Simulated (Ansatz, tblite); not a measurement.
# InCl2(NH2) (Cl2H2InN): charged states by level of theory

Aim: the energy of removing and adding an electron for InCl2(NH2) (Cl2H2InN), by energy differences, and how well orbital energies stand in for it.

The runs use Ansatz 0.2.0, Gaussian basis; as each input shows.

Levels to be run: charge +1 doublet, at the geometry of the singlet (PBE0-D4/def2-TZVP, PBE-D4/def2-TZVP, r2SCAN-D4/def2-TZVP); charge -1 doublet, at the geometry of the singlet (PBE0-D4/def2-TZVPD, PBE-D4/def2-TZVPD, r2SCAN-D4/def2-TZVPD); the starting singlet's energies come from earlier runs.

5 further runs of the same task are left out: 5 set aside as unsound or not needed. Runs told in other sessions of the task aren't counted.

### 1 The structure

The geometry is that of the singlet, from an earlier relaxation (PBE0-D4/def2-SVP).

6 atoms, charge 0, spin multiplicity 1.

Atoms are counted from 1 here; the program's logs count them from 0.

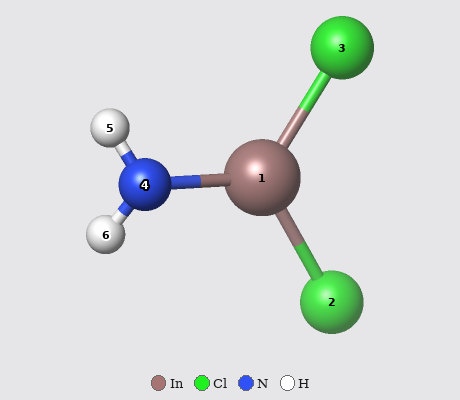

The geometry (indium brown, chlorine green, nitrogen blue, hydrogen white); atoms are numbered from 1 in the order of the file.

In takes a core potential in the def2 sets. No spin-orbit coupling is included.

### 2 Charge +1 doublet at the fixed geometry, first pass, PBE0-D4/def2-SVP

in.yaml reads:

```yaml
crystal:
  periodic: [false, false, false]
  atoms:
    - {symbol: In, position_ang: [0.303434, 0.684264, 0.052747]}
    - {symbol: Cl, position_ang: [2.606735, 0.996253, 0.268553]}
    - {symbol: Cl, position_ang: [-1.001477, 2.617747, -0.036915]}
    - {symbol: N, position_ang: [-0.528233, -1.146638, 0.149752]}
    - {symbol: H, position_ang: [-1.445371, -1.236240, -0.280890]}
    - {symbol: H, position_ang: [0.064921, -1.915386, -0.153237]}
basis:
  gaussian: {orbitals: def2-SVP}
total_charge: 1
magnetization: {spin_polarized: true, initial_magnetization: 1}
hamiltonian: {xc: pbe0, dispersion: d4}
output: {orbitals: {seedname: orbitals}}
```

Launch:

```
ansatz run in.yaml --threads 4 --pin off --events-out ev --progress --plain --max-ram 3916MiB
```

What it wrote:

```text
Functional definition: PBE0
  name "PBE0"
  cite "Adamo & Barone, J. Chem. Phys. 110, 6158 (1999) doi:10.1063/1.478522"
  cite "Perdew, Burke & Ernzerhof, Phys. Rev. Lett. 77, 3865 (1996) doi:10.1103/PhysRevLett.77.3865"
  parent pbe
  parameter a = 0.25
  parameter kappa = 0.804
  parameter beta = 0.06672455060314922
  exchange = (1 - a)*pbe_x(kappa = kappa, mu = beta*pi^2/3) + a*exact_x
  correlation = pbe_c(beta = beta)
905 factors; integrals over basis functions are off by at most 5.1e-4 eV
mean field evaluation 1: about -31703.0171 eV, gradient 5.1e1 eV
mean field evaluation 2: about -31645.0096 eV, gradient 9.3e1 eV
mean field evaluation 4: about -31711.5651 eV, gradient 2.5e1 eV
mean field evaluation 8: about -31715.5041 eV, gradient 8.6e-1 eV
mean field evaluation 16: about -31715.6080 eV, gradient 1.2e-2 eV
mean field evaluation 32: about -31715.6080 eV, gradient 2.2e-5 eV
mean field -31715.60800234 eV, -1165.5270964749 hartree, gradient 2.2e-5 eV, S^2 0.761415; 8 other end points of the search recorded, 0 dependent functions left out
reference -31715.60803624 eV, -1165.5270977205 hartree; 32, 31 occupied and 54, 55 virtual orbitals, 905 factors
Total energy: -31715.72224686 eV, -1165.5312948834 hartree
```

Wall time 3.9 s (4 threads of Arm Neoverse V2, shared host).

HOMO -13.58 eV, LUMO -12.07 eV (over both spins); ⟨S²⟩ 0.761 (pure: 0.75).

### 3 Charge +1 doublet at the fixed geometry, PBE0-D4/def2-TZVP

start.molden holds the orbitals of an earlier run on this state, given as this run's starting guess.

in.yaml, as its differences from that of step 2:

```diff
@@ -10,3 +10,3 @@
 basis:
-  gaussian: {orbitals: def2-SVP}
+  gaussian: {orbitals: def2-TZVP, initial_orbitals: start.molden}
 total_charge: 1
@@ -14,2 +14,3 @@
 hamiltonian: {xc: pbe0, dispersion: d4}
+scf: {omitted_lower_state_checks: [starts]}
 output: {orbitals: {seedname: orbitals}}
```

Same command.

What it wrote:

```text
Functional definition: PBE0
  name "PBE0"
  cite "Adamo & Barone, J. Chem. Phys. 110, 6158 (1999) doi:10.1063/1.478522"
  cite "Perdew, Burke & Ernzerhof, Phys. Rev. Lett. 77, 3865 (1996) doi:10.1103/PhysRevLett.77.3865"
  parent pbe
  parameter a = 0.25
  parameter kappa = 0.804
  parameter beta = 0.06672455060314922
  exchange = (1 - a)*pbe_x(kappa = kappa, mu = beta*pi^2/3) + a*exact_x
  correlation = pbe_c(beta = beta)
these checks for a lower state are left out or cut short: starts
1260 factors; their error is unknown
mean field evaluation 1: about -31723.7467 eV, gradient 1.1e2 eV
mean field evaluation 2: about -31726.1336 eV, gradient 3.3e0 eV
mean field evaluation 4: about -31726.3148 eV, gradient 2.3e-1 eV
mean field evaluation 8: about -31726.3151 eV, gradient 4.7e-5 eV
mean field -31726.31514785 eV, -1165.9205768149 hartree, gradient 2.6e-5 eV, S^2 0.761337; 0 other end points of the search recorded, 0 dependent functions left out
reference -31726.31518166 eV, -1165.9205780571 hartree; 32, 31 occupied and 135, 136 virtual orbitals, 1260 factors
Total energy: -31726.42939228 eV, -1165.9247752201 hartree
Checks for a lower state left out: starts
```

Run time: 4.2 s. Hardware: 4 threads of Arm Neoverse V2, shared host; peak memory 0.56 GiB.

Report: HOMO -13.62 eV, LUMO -12.04 eV (over both spins); ⟨S²⟩ 0.761 (pure: 0.75).

### 4 Charge +1 doublet at the fixed geometry, PBE-D4/def2-TZVP

in.yaml, as its differences from that of step 3:

```diff
@@ -13,3 +13,3 @@
 magnetization: {spin_polarized: true, initial_magnetization: 1}
-hamiltonian: {xc: pbe0, dispersion: d4}
+hamiltonian: {xc: pbe, dispersion: d4}
 scf: {omitted_lower_state_checks: [starts]}
```

Same command.

What it wrote:

```text
Functional definition: PBE
  name "PBE"
  cite "Perdew, Burke & Ernzerhof, Phys. Rev. Lett. 77, 3865 (1996) doi:10.1103/PhysRevLett.77.3865"
  parent pbe
  parameter kappa = 0.804
  parameter beta = 0.06672455060314922
  exchange = pbe_x(kappa = kappa, mu = beta*pi^2/3)
  correlation = pbe_c(beta = beta)
these checks for a lower state are left out or cut short: starts
1143 factors; their error is unknown
mean field evaluation 1: about -31724.3255 eV, gradient 9.1e0 eV
mean field evaluation 2: about -31724.5915 eV, gradient 1.1e0 eV
mean field evaluation 4: about -31724.5924 eV, gradient 2.1e-1 eV
mean field evaluation 8: about -31724.5928 eV, gradient 4.9e-5 eV
mean field evaluation 16: about -31724.5928 eV, gradient 8.2e-6 eV
mean field -31724.59280522 eV, -1165.8572818906 hartree, gradient 8.2e-6 eV, S^2 0.755934; 0 other end points of the search recorded, 0 dependent functions left out
reference -31724.59285187 eV, -1165.8572836049 hartree; 32, 31 occupied and 135, 136 virtual orbitals, 1143 factors
Total energy: -31724.72420024 eV, -1165.8621105685 hartree
Checks for a lower state left out: starts
```

Wall time 4.1 s (4 threads of Arm Neoverse V2, shared host).

Report: HOMO -12.72 eV, LUMO -12.62 eV (over both spins); ⟨S²⟩ 0.756 (pure: 0.75).

### 5 Charge +1 doublet at the fixed geometry, r2SCAN-D4/def2-TZVP

in.yaml, as its differences from that of step 4:

```diff
@@ -13,3 +13,3 @@
 magnetization: {spin_polarized: true, initial_magnetization: 1}
-hamiltonian: {xc: pbe, dispersion: d4}
+hamiltonian: {xc: r2scan, dispersion: d4}
 scf: {omitted_lower_state_checks: [starts]}
```

The command is unchanged.

What it wrote, shortened:

```text
Functional definition: r2SCAN
  name "r2SCAN"
  cite "Furness, Kaplan, Ning, Perdew & Sun, J. Phys. Chem. Lett. 11, 8208 (2020) doi:10.1021/acs.jpclett.0c02405"
  cite "Furness, Kaplan, Ning, Perdew & Sun, J. Phys. Chem. Lett. 11, 9248 (2020) doi:10.1021/acs.jpclett.0c03077"
  parent r2scan
[...]
1143 factors; their error is unknown
[...]
mean field -31735.95786462 eV, -1166.2749401199 hartree, gradient 4.8e-6 eV, S^2 0.762474; 0 other end points of the search recorded, 0 dependent functions left out
reference -31735.95787827 eV, -1166.2749406216 hartree; 32, 31 occupied and 135, 136 virtual orbitals, 1143 factors
Total energy: -31735.98885015 eV, -1166.2760788171 hartree
Checks for a lower state left out: starts
```

Wall time 7 s (4 threads of Arm Neoverse V2, shared host).

Report: HOMO -12.84 eV, LUMO -12.56 eV (over both spins); ⟨S²⟩ 0.762 (pure: 0.75).

### 6 Vertical ionisation energy

Charged state less starting state, singlet to doublet; the starting state's energies are those of its earlier runs.

```
              level  vertical ionisation energy (eV)   time
   PBE-D4/def2-TZVP                            +9.78  5.3 s
r2SCAN-D4/def2-TZVP                            +9.91  9.9 s
  PBE0-D4/def2-TZVP                           +10.09  6.8 s
```

Times add the two runs; a level without a time comes out of a correlated run.

Beside −ε(HOMO) of the starting state:

```
              level  −ε(HOMO) (eV)  by difference (eV)  mismatch (eV)
   PBE-D4/def2-TZVP           6.74                9.78          -3.04
r2SCAN-D4/def2-TZVP           7.05                9.91          -2.86
  PBE0-D4/def2-TZVP           8.11               10.09          -1.98
```

### 7 Charge -1 doublet at the fixed geometry, first pass, PBE0-D4/def2-SVP

in.yaml, as its differences from that of step 5:

```diff
@@ -10,7 +10,6 @@
 basis:
-  gaussian: {orbitals: def2-TZVP, initial_orbitals: start.molden}
-total_charge: 1
+  gaussian: {orbitals: def2-SVP}
+total_charge: -1
 magnetization: {spin_polarized: true, initial_magnetization: 1}
-hamiltonian: {xc: r2scan, dispersion: d4}
-scf: {omitted_lower_state_checks: [starts]}
+hamiltonian: {xc: pbe0, dispersion: d4}
 output: {orbitals: {seedname: orbitals}}
```

Same command.

What it wrote, shortened:

```text
Functional definition: PBE0
  name "PBE0"
  cite "Adamo & Barone, J. Chem. Phys. 110, 6158 (1999) doi:10.1063/1.478522"
  cite "Perdew, Burke & Ernzerhof, Phys. Rev. Lett. 77, 3865 (1996) doi:10.1103/PhysRevLett.77.3865"
  parent pbe
[...]
905 factors; integrals over basis functions are off by at most 5.1e-4 eV
[...]
mean field -31725.71600989 eV, -1165.8985589007 hartree, gradient 1.4e-5 eV, S^2 0.753083; 2 other end points of the search recorded, 0 dependent functions left out
reference -31725.71604253 eV, -1165.8985601004 hartree; 33, 32 occupied and 53, 54 virtual orbitals, 905 factors
Total energy: -31725.85311889 eV, -1165.9035975634 hartree
```

It took 2.3 s on 4 threads of Arm Neoverse V2, shared host.

HOMO 1.78 eV, LUMO 3.89 eV (over both spins); ⟨S²⟩ 0.753 (pure: 0.75). Doubts: highest occupied level lies above zero.

### 8 Charge -1 doublet at the fixed geometry, PBE0-D4/def2-TZVPD

in.yaml, as its differences from that of step 7:

```diff
@@ -10,3 +10,3 @@
 basis:
-  gaussian: {orbitals: def2-SVP}
+  gaussian: {orbitals: def2-TZVPD, initial_orbitals: start.molden}
 total_charge: -1
@@ -14,2 +14,3 @@
 hamiltonian: {xc: pbe0, dispersion: d4}
+scf: {omitted_lower_state_checks: [starts]}
 output: {orbitals: {seedname: orbitals}}
```

The command is unchanged.

What it wrote:

```text
Functional definition: PBE0
  name "PBE0"
  cite "Adamo & Barone, J. Chem. Phys. 110, 6158 (1999) doi:10.1063/1.478522"
  cite "Perdew, Burke & Ernzerhof, Phys. Rev. Lett. 77, 3865 (1996) doi:10.1103/PhysRevLett.77.3865"
  parent pbe
  parameter a = 0.25
  parameter kappa = 0.804
  parameter beta = 0.06672455060314922
  exchange = (1 - a)*pbe_x(kappa = kappa, mu = beta*pi^2/3) + a*exact_x
  correlation = pbe_c(beta = beta)
these checks for a lower state are left out or cut short: starts
1410 factors; their error is unknown
mean field evaluation 1: about -31733.4697 eV, gradient 1.1e2 eV
mean field evaluation 2: about -31736.5763 eV, gradient 5.0e0 eV
mean field evaluation 4: about -31737.1419 eV, gradient 2.0e-2 eV
mean field evaluation 8: about -31737.2371 eV, gradient 1.1e-5 eV
mean field -31737.23710838 eV, -1166.3219514612 hartree, gradient 4.5e-5 eV, S^2 0.752297; 0 other end points of the search recorded, 0 dependent functions left out
reference -31737.23714839 eV, -1166.3219529314 hartree; 33, 32 occupied and 170, 171 virtual orbitals, 1410 factors
Total energy: -31737.37422475 eV, -1166.3269903945 hartree
Checks for a lower state left out: starts
```

Wall time 6 s (4 threads of Arm Neoverse V2, shared host); peak memory 0.77 GiB.

From the report: HOMO 0.69 eV, LUMO 2.30 eV (over both spins); ⟨S²⟩ 0.752 (pure: 0.75). Doubts: highest occupied level lies above zero.

### 9 Charge -1 doublet at the fixed geometry, PBE-D4/def2-TZVPD

in.yaml, as its differences from that of step 8:

```diff
@@ -13,3 +13,3 @@
 magnetization: {spin_polarized: true, initial_magnetization: 1}
-hamiltonian: {xc: pbe0, dispersion: d4}
+hamiltonian: {xc: pbe, dispersion: d4}
 scf: {omitted_lower_state_checks: [starts]}
```

Launched as before.

What it wrote:

```text
Functional definition: PBE
  name "PBE"
  cite "Perdew, Burke & Ernzerhof, Phys. Rev. Lett. 77, 3865 (1996) doi:10.1103/PhysRevLett.77.3865"
  parent pbe
  parameter kappa = 0.804
  parameter beta = 0.06672455060314922
  exchange = pbe_x(kappa = kappa, mu = beta*pi^2/3)
  correlation = pbe_c(beta = beta)
these checks for a lower state are left out or cut short: starts
1272 factors; their error is unknown
mean field evaluation 1: about -31735.2289 eV, gradient 9.1e0 eV
mean field evaluation 2: about -31735.3513 eV, gradient 2.1e-1 eV
mean field evaluation 4: about -31735.3359 eV, gradient 1.1e-2 eV
mean field -31735.33593359 eV, -1166.2520845760 hartree, gradient 8.6e-5 eV, S^2 0.750975; 0 other end points of the search recorded, 0 dependent functions left out
reference -31735.33598515 eV, -1166.2520864710 hartree; 33, 32 occupied and 170, 171 virtual orbitals, 1272 factors
Total energy: -31735.49365176 eV, -1166.2578806119 hartree
Checks for a lower state left out: starts
```

Wall time 3.1 s (4 threads of Arm Neoverse V2, shared host).

From the report: HOMO 1.17 eV, LUMO 1.54 eV (over both spins); ⟨S²⟩ 0.751 (pure: 0.75). Doubts: highest occupied level lies above zero.

### 10 Charge -1 doublet at the fixed geometry, r2SCAN-D4/def2-TZVPD

in.yaml, as its differences from that of step 9:

```diff
@@ -13,3 +13,3 @@
 magnetization: {spin_polarized: true, initial_magnetization: 1}
-hamiltonian: {xc: pbe, dispersion: d4}
+hamiltonian: {xc: r2scan, dispersion: d4}
 scf: {omitted_lower_state_checks: [starts]}
```

The command is unchanged.

What it wrote:

```text
Functional definition: r2SCAN
  name "r2SCAN"
  cite "Furness, Kaplan, Ning, Perdew & Sun, J. Phys. Chem. Lett. 11, 8208 (2020) doi:10.1021/acs.jpclett.0c02405"
  cite "Furness, Kaplan, Ning, Perdew & Sun, J. Phys. Chem. Lett. 11, 9248 (2020) doi:10.1021/acs.jpclett.0c03077"
  parent r2scan
  parameter k0 = 0.174
  parameter k1 = 0.065
  parameter a1 = 4.9479
  exchange = r2scan_x(k0 = k0, k1 = k1, a1 = a1)
  correlation = r2scan_c
these checks for a lower state are left out or cut short: starts
1272 factors; their error is unknown
mean field evaluation 1: about -31746.6728 eV, gradient 6.5e0 eV
mean field evaluation 2: about -31746.7136 eV, gradient 8.8e-2 eV
mean field evaluation 4: about -31746.6994 eV, gradient 2.3e-3 eV
mean field -31746.69941463 eV, -1166.6696848019 hartree, gradient 4.9e-5 eV, S^2 0.753448; 0 other end points of the search recorded, 0 dependent functions left out
reference -31746.69946343 eV, -1166.6696865954 hartree; 33, 32 occupied and 170, 171 virtual orbitals, 1272 factors
Total energy: -31746.73718757 eV, -1166.6710729317 hartree
Checks for a lower state left out: starts
```

Wall time 8.5 s (4 threads of Arm Neoverse V2, shared host).

From the report: HOMO 1.20 eV, LUMO 1.95 eV (over both spins); ⟨S²⟩ 0.753 (pure: 0.75). Doubts: highest occupied level lies above zero.

### 11 Vertical electron affinity

Starting state less charged state (positive: the electron is bound), singlet to doublet; the starting state's energies are those of its earlier runs.

```
               level  vertical electron affinity (eV)   time
   PBE-D4/def2-TZVPD                            +0.92  4.8 s
r2SCAN-D4/def2-TZVPD                            +0.80   12 s
  PBE0-D4/def2-TZVPD                            +0.80  8.7 s
```

Times add the two runs; a level without a time comes out of a correlated run.

Beside −ε(LUMO) of the starting state:

```
               level  −ε(LUMO) (eV)  by difference (eV)  mismatch (eV)
   PBE-D4/def2-TZVPD           3.22                0.92          +2.30
r2SCAN-D4/def2-TZVPD           2.98                0.80          +2.19
  PBE0-D4/def2-TZVPD           2.36                0.80          +1.56
```

### 12 Outcome

```
                                             quantity                                 value
 vertical ionisation energy, functionals in def2-TZVP   9.78 (PBE-D4) to 10.09 eV (PBE0-D4)
vertical electron affinity, functionals in def2-TZVPD  0.80 (r2SCAN-D4) to 0.92 eV (PBE-D4)
```

**Reading.** The vertical ionisation energy spans 9.78 to 10.09 eV over the functionals. −ε(HOMO) misses the level's own difference by -1.98 eV at best (PBE0-D4) and -3.04 eV at worst (PBE-D4). The vertical electron affinity spans 0.80 to 0.92 eV over the functionals. The anion's highest level lies above zero where self-interaction lifts it, so diffuse functions weigh on these values. −ε(LUMO) misses the level's own difference by +1.56 eV at best (PBE0-D4) and +2.30 eV at worst (PBE-D4).

The anion's highest level is positive in at least one run, so there the basis alone may hold the extra electron.
